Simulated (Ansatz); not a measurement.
# Run report: Si₃N₃H₁₃, geometry relaxation (part 1 of 2)

System: Si₃N₃H₁₃.
Method: RKS PBE/def2-SVP (Ansatz 0.2.0).

It belongs to a series of runs on one base structure; here: end point B relaxed.

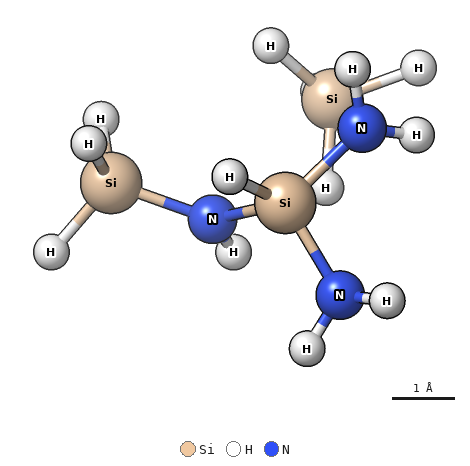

Fig. 1: The input geometry (ball-and-stick view, seen at a tilt). Bond lengths as drawn: H–N 1.02 Å, H–Si 1.47 to 1.51 Å and N–Si 1.74 to 1.80 Å.

The input
```yaml
crystal:
  periodic: [false, false, false]
  atoms:
    - { symbol: Si, position_ang: [0.23886, -0.604018, -0.389305] }
    - { symbol: Si, position_ang: [-0.450744, 0.059296, 2.914294] }
    - { symbol: H, position_ang: [-1.56836, 1.064831, 2.854728] }
    - { symbol: H, position_ang: [-0.444879, -0.440146, 4.342094] }
    - { symbol: H, position_ang: [0.864741, 0.724792, 2.654858] }
    - { symbol: H, position_ang: [1.39928, -0.13491, -1.223414] }
    - { symbol: "N", position_ang: [-0.563959, 0.87392, 0.051786] }
    - { symbol: H, position_ang: [-1.507988, 0.898011, 0.433583] }
    - { symbol: H, position_ang: [-0.075356, 1.76715, 0.12912] }
    - { symbol: "N", position_ang: [-1.039375, -1.577229, -1.056834] }
    - { symbol: H, position_ang: [-0.809169, -2.535181, -1.325528] }
    - { symbol: H, position_ang: [-1.670275, -1.149343, -1.739543] }
    - { symbol: "N", position_ang: [1.047361, -1.718231, 0.76376] }
    - { symbol: H, position_ang: [0.43419, -2.355206, 1.277767] }
    - { symbol: Si, position_ang: [2.747497, -1.818743, 1.170484] }
    - { symbol: H, position_ang: [3.269597, -3.226913, 1.029492] }
    - { symbol: H, position_ang: [3.495894, -0.912996, 0.234893] }
    - { symbol: H, position_ang: [3.031674, -1.375053, 2.586162] }
    - { symbol: H, position_ang: [-0.728589, -1.097332, 2.048004] }
basis:
  gaussian: { orbitals: def2-SVP }
hamiltonian:
  xc: pbe
relax:
  f_tol: 0.03
  max_steps: 50
```

Command:
```bash
ansatz run input.yaml --threads 4 --pin off --max-ram 5120MiB --backend cpu --events-out ev --progress --plain --runs-dir out
```

The program's output
```
The last accepted step is kept in [file] (removed where the run ends without a failure and the disk answers)
Engine: ansatz 0.2.0, x86_64-unknown-linux-gnu
Functional definition: PBE
  parameter kappa = 0.804
  parameter beta = 0.06672455060314922
  exchange = pbe_x(kappa = kappa, mu = beta*pi^2/3)
  correlation = pbe_c(beta = beta)
1858 factors; their error is unknown
mean field evaluation 1: about -28267.7475 eV, gradient 9.8e1 eV
mean field evaluation 2: about -28201.3153 eV, gradient 1.8e2 eV
mean field evaluation 4: about -28286.8971 eV, gradient 1.3e1 eV
mean field evaluation 8: about -28287.3553 eV, gradient 1.9e-1 eV
mean field evaluation 16: about -28287.2241 eV, gradient 1.5e-3 eV
mean field -28287.22414642 eV, -1039.5363136119 hartree, gradient 7.1e-5 eV, S^2 0.000000; 0 other end points of the search recorded, 0 dependent functions left out
the calculation of the forces begins
reference -28287.22419736 eV, -1039.5363154836 hartree; 38, 38 occupied and 123, 123 virtual orbitals, 1858 factors
relax step   1: F+E_penalty+E_count = -28287.22414642 eV  Δ(F+E_penalty+E_count) = +0.000e0 eV  max|allowed force component| = 8.105e-1 eV/Å  Δτ_max = 0.0000 Å  (29 SCF iters, accepted)
these checks for a lower state are left out or cut short: starts, cluster_reference, orbital_swaps, neighbouring_geometries, increment
1858 factors; their error is unknown
mean field -28287.42380617 eV, -1039.5436509722 hartree, gradient 1.4e-5 eV, S^2 0.000000; 0 other end points of the search recorded, 0 dependent functions left out
[... from here on the field's lines of each further geometry are left out, up to the last ...]
relax step   2: F+E_penalty+E_count = -28287.42380617 eV  Δ(F+E_penalty+E_count) = -1.997e-1 eV  max|allowed force component| = 3.249e-1 eV/Å  Δτ_max = 0.1946 Å  (30 SCF iters, accepted)
relax step   3: F+E_penalty+E_count = -28287.52013462 eV  Δ(F+E_penalty+E_count) = -9.633e-2 eV  max|allowed force component| = 3.094e-1 eV/Å  Δτ_max = 0.2000 Å  (30 SCF iters, accepted)
relax step   4: F+E_penalty+E_count = -28287.56932741 eV  Δ(F+E_penalty+E_count) = -4.919e-2 eV  max|allowed force component| = 3.099e-1 eV/Å  Δτ_max = 0.1999 Å  (29 SCF iters, accepted)
relax step   5: F+E_penalty+E_count = -28287.58971013 eV  Δ(F+E_penalty+E_count) = -2.038e-2 eV  max|allowed force component| = 2.058e-1 eV/Å  Δτ_max = 0.1997 Å  (29 SCF iters, accepted)
relax step   6: F+E_penalty+E_count = -28287.59666010 eV  Δ(F+E_penalty+E_count) = -6.950e-3 eV  max|allowed force component| = 1.959e-1 eV/Å  Δτ_max = 0.0782 Å  (30 SCF iters, accepted)
relax step   7: F+E_penalty+E_count = -28287.60278910 eV  Δ(F+E_penalty+E_count) = -6.129e-3 eV  max|allowed force component| = 2.249e-1 eV/Å  Δτ_max = 0.1371 Å  (29 SCF iters, accepted)
relax step   8: F+E_penalty+E_count = -28287.60775387 eV  Δ(F+E_penalty+E_count) = -4.965e-3 eV  max|allowed force component| = 1.603e-1 eV/Å  Δτ_max = 0.1241 Å  (29 SCF iters, accepted)
relax step   9: F+E_penalty+E_count = -28287.61062509 eV  Δ(F+E_penalty+E_count) = -2.871e-3 eV  max|allowed force component| = 1.125e-1 eV/Å  Δτ_max = 0.1072 Å  (30 SCF iters, accepted)
relax step  10: F+E_penalty+E_count = -28287.61236695 eV  Δ(F+E_penalty+E_count) = -1.742e-3 eV  max|allowed force component| = 7.116e-2 eV/Å  Δτ_max = 0.0342 Å  (31 SCF iters, accepted)
relax step  11: F+E_penalty+E_count = -28287.61184280 eV  Δ(F+E_penalty+E_count) = +5.242e-4 eV  max|allowed force component| = 5.276e-2 eV/Å  Δτ_max = 0.0347 Å  (31 SCF iters, rejected (line search))
relax step  12: F+E_penalty+E_count = -28287.61309818 eV  Δ(F+E_penalty+E_count) = -7.312e-4 eV  max|allowed force component| = 1.138e-2 eV/Å  Δτ_max = 0.0167 Å  (31 SCF iters, accepted)
relax step  13: F+E_penalty+E_count = -28287.61362132 eV  Δ(F+E_penalty+E_count) = -5.231e-4 eV  max|allowed force component| = 2.416e-2 eV/Å  Δτ_max = 0.0325 Å  (30 SCF iters, accepted)
relax step  14: F+E_penalty+E_count = -28287.61444069 eV  Δ(F+E_penalty+E_count) = -8.194e-4 eV  max|allowed force component| = 3.735e-2 eV/Å  Δτ_max = 0.0990 Å  (29 SCF iters, accepted)
relax step  15: F+E_penalty+E_count = -28287.61490340 eV  Δ(F+E_penalty+E_count) = -4.627e-4 eV  max|allowed force component| = 2.714e-2 eV/Å  Δτ_max = 0.0395 Å  (28 SCF iters, accepted)
relax step  16: F+E_penalty+E_count = -28287.61560745 eV  Δ(F+E_penalty+E_count) = -7.040e-4 eV  max|allowed force component| = 6.084e-2 eV/Å  Δτ_max = 0.1126 Å  (28 SCF iters, accepted)
relax step  17: F+E_penalty+E_count = -28287.61618759 eV  Δ(F+E_penalty+E_count) = -5.801e-4 eV  max|allowed force component| = 4.140e-2 eV/Å  Δτ_max = 0.0175 Å  (31 SCF iters, accepted)
the calculation of the forces begins
reference -28287.61759491 eV, -1039.5507725771 hartree; 38, 38 occupied and 123, 123 virtual orbitals, 1858 factors
relax step  18: F+E_penalty+E_count = -28287.61754153 eV  Δ(F+E_penalty+E_count) = -1.354e-3 eV  max|allowed force component| = 1.999e-2 eV/Å  Δτ_max = 0.0960 Å  (30 SCF iters, accepted)
```

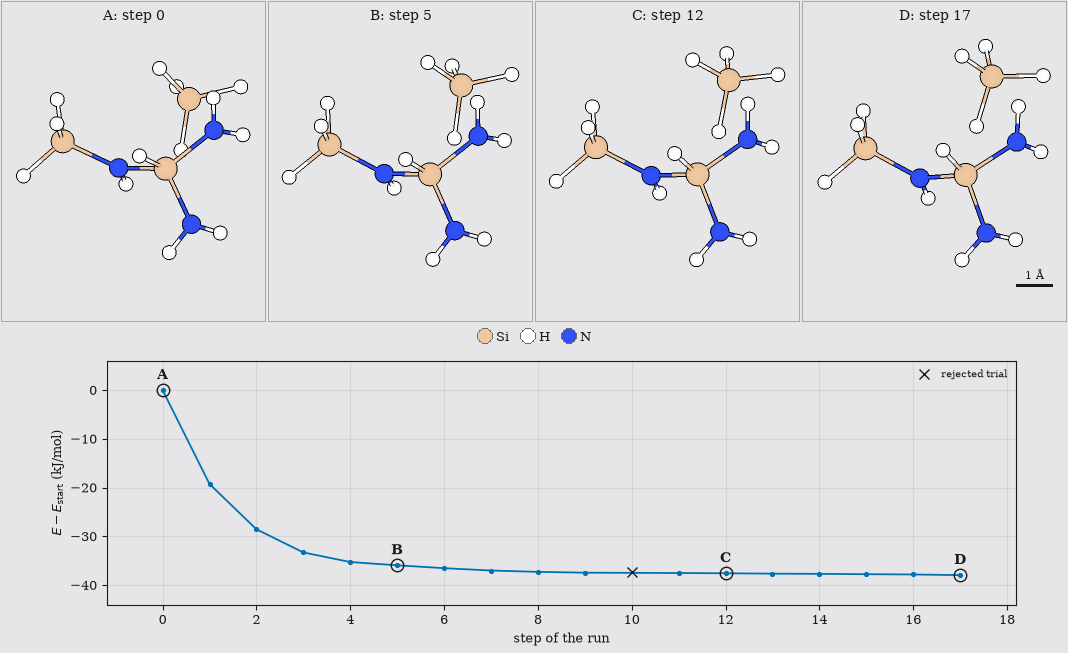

Fig. 2: Frames of the relaxation (ball-and-stick view, seen at a tilt) above the curves, on which the letters mark them (the first geometry is step 0 here and step 1 in the log).

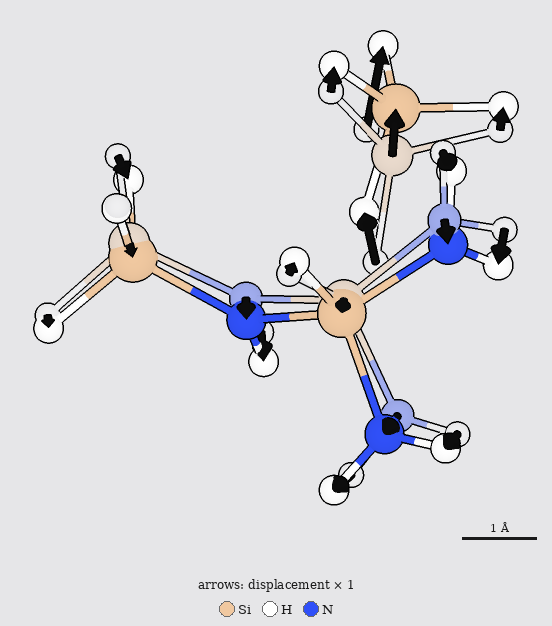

Fig. 3: Start (faint) and end (solid) with the displacements as black arrows, at true length (ball-and-stick view, seen at a tilt). The two geometries are laid on each other by the best rigid fit. After 17 geometry steps the energy has fallen by 38.0 kJ/mol. The largest force component goes from 0.81 to 0.02 eV/Å. The line search rejected the trial step at point 10 (counted from 0) and went back. The atom that moves furthest after the best rigid fit is H4 (1.16 Å). Largest moves by element: H 1.16 Å, Si 0.72 Å, N 0.60 Å. Among the contacts that change: Si1–N13 1.796 → 1.760 Å, Si2–H19 1.472 → 1.501 Å, Si2–H4 1.513 → 1.505 Å, N13–H14 1.023 → 1.028 Å. Among the angles that change: N7–Si1–N13 124.9° → 120.7°, H5–Si2–H19 114.4° → 110.6°, H3–Si2–H4 105.1° → 108.2°. (Atoms are counted from 1 in the order of the input.)

```
1858 factors; their error is unknown
mean field -28287.61754153 eV, -1039.5507706155 hartree, gradient 1.1e-5 eV, S^2 0.000000; 1 other end points of the search recorded, 0 dependent functions left out
the calculation of the forces begins
reference -28287.61759491 eV, -1039.5507725771 hartree; 38, 38 occupied and 123, 123 virtual orbitals, 1858 factors
Total energy: -28287.61759491 eV, -1039.5507725771 hartree
Atom 0 at     0.263092    -0.666516    -0.623271 Å, force    -0.003274     0.002231     0.012496 eV/Å
Atom 1 at    -0.390260     0.405006     3.520909 Å, force    -0.003682    -0.007664    -0.003045 eV/Å
Atom 2 at    -1.549778     1.259680     3.085483 Å, force     0.010352    -0.007738     0.000375 eV/Å
Atom 3 at    -0.313218     0.445641     5.022901 Å, force     0.002941     0.006041     0.007464 eV/Å
Atom 4 at     0.888502     0.945826     2.949723 Å, force    -0.011539    -0.001173     0.000717 eV/Å
Atom 5 at     1.430215     0.087810    -1.201662 Å, force     0.004228     0.003799    -0.002258 eV/Å
Atom 6 at    -0.776935     0.573504     0.013266 Å, force    -0.001716     0.000252    -0.007360 eV/Å
Atom 7 at    -1.690638     0.361657     0.418323 Å, force    -0.003279     0.000495     0.005139 eV/Å
Atom 8 at    -0.402004     1.457735     0.359163 Å, force     0.003125     0.002688    -0.001027 eV/Å
Atom 9 at    -0.790238    -1.614868    -1.630899 Å, force     0.013046    -0.019989     0.005208 eV/Å
Atom 10 at    -0.429533    -2.479367    -2.041168 Å, force    -0.004436     0.001019     0.003006 eV/Å
Atom 11 at    -1.413110    -1.133278    -2.283046 Å, force    -0.008350     0.013556    -0.008184 eV/Å
Atom 12 at     1.008116    -1.848917     0.446040 Å, force     0.008224    -0.017730    -0.002903 eV/Å
Atom 13 at     0.350737    -2.539338     0.829404 Å, force     0.010110     0.008839    -0.005799 eV/Å
Atom 14 at     2.642431    -1.933844     1.068288 Å, force    -0.009474     0.008467     0.002009 eV/Å
Atom 15 at     3.231843    -3.311552     0.887540 Å, force    -0.001803     0.001300     0.000059 eV/Å
Atom 16 at     3.476656    -0.938744     0.311307 Å, force    -0.004610    -0.004090     0.004525 eV/Å
Atom 17 at     2.739973    -1.614143     2.542814 Å, force    -0.002645    -0.002511    -0.006325 eV/Å
Atom 18 at    -0.605451    -1.013589     3.081285 Å, force     0.002782     0.012207    -0.004098 eV/Å
Dipole moment:    -0.334627    -0.048648    -0.157738 e Å
```

Trajectory as extended XYZ (Å, eV, eV/Å), 18 frames, from step=1 to step=18
```
19
Properties=species:S:1:pos:R:3:forces:R:3 step=1 energy=-28287.22415
Si    0.2389   -0.6040   -0.3893    0.4405  -0.5823  -0.0723
Si   -0.4507    0.0593    2.9143   -0.1624   0.4037   0.7669
H    -1.5684    1.0648    2.8547   -0.0330   0.0542  -0.0200
H    -0.4449   -0.4401    4.3421    0.0633  -0.0032   0.0195
H     0.8647    0.7248    2.6549    0.0181  -0.0192   0.0074
H     1.3993   -0.1349   -1.2234    0.0104   0.0362  -0.0011
N    -0.5640    0.8739    0.0518    0.1096  -0.0799  -0.0119
H    -1.5080    0.8980    0.4336   -0.0973   0.0687   0.0229
H    -0.0754    1.7671    0.1291   -0.0276  -0.0299   0.0067
N    -1.0394   -1.5772   -1.0568    0.0513   0.0897   0.0272
H    -0.8092   -2.5352   -1.3255   -0.0200  -0.0867  -0.0191
H    -1.6703   -1.1493   -1.7395   -0.0012  -0.0092   0.0105
N     1.0474   -1.7182    0.7638    0.1063   0.3464  -0.8105
H     0.4342   -2.3552    1.2778   -0.0558  -0.0513  -0.0122
Si    2.7475   -1.8187    1.1705    0.0141   0.0196  -0.0314
H     3.2696   -3.2269    1.0295    0.0137  -0.0065   0.0132
H     3.4959   -0.9130    0.2349    0.0223   0.0012  -0.0066
H     3.0317   -1.3751    2.5862    0.0179  -0.0264   0.0081
H    -0.7286   -1.0973    2.0480   -0.4703  -0.1252   0.1029
19
Properties=species:S:1:pos:R:3:forces:R:3 step=2 energy=-28287.42381
Si    0.2755   -0.6223   -0.4540    0.1778  -0.3249   0.2089
Si   -0.5095    0.1074    3.0305    0.0424   0.0862   0.2379
H    -1.6094    1.1255    2.9186   -0.0066   0.0854   0.1006
H    -0.4545   -0.4188    4.4420   -0.0282   0.1046   0.0923
H     0.8225    0.7246    2.7079   -0.0880  -0.0580   0.0408
H     1.4281   -0.1311   -1.2802    0.0195   0.0353  -0.0944
N    -0.5315    0.8429    0.0371    0.0608  -0.0544  -0.0206
H    -1.4800    0.8650    0.4154    0.0220  -0.0007  -0.0252
H    -0.0521    1.7405    0.1189   -0.0071  -0.0254  -0.0050
N    -1.0277   -1.5863   -1.0827    0.0600   0.0235  -0.0742
H    -0.8198   -2.5520   -1.3458   -0.0297  -0.0318  -0.0273
H    -1.6773   -1.1563   -1.7463   -0.0007  -0.0267   0.0064
N     1.0876   -1.7458    0.6684   -0.0948   0.2983  -0.3012
H     0.4618   -2.3529    1.2099   -0.0404   0.0317  -0.0492
Si    2.7726   -1.8205    1.1403   -0.0453  -0.0315  -0.0584
H     3.2939   -3.2307    1.0210    0.0553   0.0024   0.0017
H     3.5276   -0.9117    0.2157    0.0734   0.0045  -0.0085
H     3.0317   -1.3828    2.5648   -0.0280   0.0042  -0.0256
H    -0.8692   -1.0519    2.1747   -0.1425  -0.1225   0.0008
19
Properties=species:S:1:pos:R:3:forces:R:3 step=3 energy=-28287.52013
Si    0.2921   -0.6344   -0.5447    0.0401  -0.1660   0.3094
Si   -0.5171    0.1194    3.2129   -0.0096   0.0725   0.1006
H    -1.6019    1.1524    3.0798    0.0049   0.0448   0.0463
H    -0.4668   -0.3685    4.6343   -0.0135   0.0801   0.0993
H     0.8152    0.7179    2.8627   -0.0586  -0.0578  -0.0079
H     1.4472   -0.1467   -1.3709    0.0245   0.0054  -0.0750
N    -0.5217    0.8301   -0.0612    0.0550  -0.0717   0.0077
H    -1.4728    0.8491    0.3128    0.0597  -0.0302   0.0150
H    -0.0376    1.7225    0.0484   -0.0108  -0.0368  -0.0018
N    -1.0038   -1.6083   -1.1738    0.0382   0.0045  -0.0961
H    -0.7969   -2.5797   -1.4185   -0.0273   0.0031  -0.0241
H    -1.6519   -1.1890   -1.8458    0.0100  -0.0317   0.0059
N     1.0785   -1.7341    0.6098   -0.0775   0.2031  -0.1454
H     0.4324   -2.3096    1.1655   -0.0029   0.0614  -0.0863
Si    2.7542   -1.8144    1.1152   -0.0502  -0.0138  -0.0802
H     3.2802   -3.2248    1.0157    0.0430   0.0022   0.0044
H     3.5329   -0.9149    0.1995    0.0594  -0.0040  -0.0052
H     2.9915   -1.3667    2.5407   -0.0413   0.0006  -0.0238
H    -0.8834   -1.0577    2.3741   -0.0430  -0.0655  -0.0426
19
Properties=species:S:1:pos:R:3:forces:R:3 step=4 energy=-28287.56933
Si    0.3049   -0.6552   -0.6158   -0.0230  -0.0834   0.3099
Si   -0.5462    0.1681    3.3656    0.0068   0.0328   0.0075
H    -1.6191    1.2096    3.1977    0.0039   0.0096   0.0136
H    -0.5048   -0.2695    4.8037   -0.0118   0.0508   0.0494
H     0.7862    0.7428    2.9852   -0.0139  -0.0201   0.0077
H     1.4559   -0.1592   -1.4466    0.0058   0.0058  -0.0291
N    -0.5135    0.7937   -0.0976    0.0084   0.0069  -0.0120
H    -1.4488    0.7895    0.3181    0.1054  -0.0363  -0.0150
H    -0.0243    1.6788    0.0526   -0.0317  -0.0791  -0.0149
N    -0.9776   -1.6308   -1.2707    0.0226  -0.0036  -0.0731
H    -0.7672   -2.6002   -1.5219   -0.0197   0.0324  -0.0182
H    -1.6280   -1.2097   -1.9395    0.0208  -0.0270   0.0114
N     1.0781   -1.7420    0.5505   -0.0560   0.0842  -0.0869
H     0.4200   -2.3108    1.1017    0.0477   0.0849  -0.0928
Si    2.7481   -1.8204    1.0744   -0.0376  -0.0009  -0.0353
H     3.2875   -3.2279    0.9969    0.0165   0.0038   0.0003
H     3.5534   -0.9293    0.1707    0.0081  -0.0118  -0.0047
H     2.9552   -1.3599    2.5004   -0.0228  -0.0064  -0.0183
H    -0.8895   -1.0248    2.5310   -0.0295  -0.0426   0.0006
19
Properties=species:S:1:pos:R:3:forces:R:3 step=5 energy=-28287.58971
Si    0.3024   -0.6719   -0.6144    0.1069   0.0142  -0.2058
Si   -0.5824    0.2102    3.4396    0.0055   0.0254   0.0518
H    -1.6223    1.2730    3.2028    0.0214  -0.0077  -0.0190
H    -0.5583   -0.1103    4.9119   -0.0092   0.0170  -0.0286
H     0.7700    0.7102    3.0231   -0.0287  -0.0231   0.0044
H     1.4434   -0.1441   -1.4425    0.0214   0.0220  -0.0030
N    -0.5213    0.7628   -0.0829   -0.1976  -0.0066   0.1149
H    -1.4278    0.7279    0.3953    0.1467   0.0318  -0.0689
H    -0.0333    1.6485    0.0662   -0.0253  -0.0754   0.0135
N    -0.9501   -1.6391   -1.3397    0.0056  -0.0458   0.0303
H    -0.7305   -2.5975   -1.6243    0.0106   0.0454   0.0237
H    -1.5964   -1.2049   -2.0034    0.0210   0.0235   0.0356
N     1.0950   -1.7647    0.5144   -0.1673  -0.0218   0.0171
H     0.4341   -2.3312    1.0624    0.0676  -0.0010  -0.0077
Si    2.7655   -1.8368    1.0282    0.0198  -0.0028   0.0330
H     3.3211   -3.2387    0.9591   -0.0175  -0.0003  -0.0111
H     3.5717   -0.9491    0.1224   -0.0124   0.0012  -0.0017
H     2.9544   -1.3724    2.4539    0.0218   0.0022   0.0004
H    -0.9648   -1.0293    2.6841    0.0098   0.0017   0.0213
```
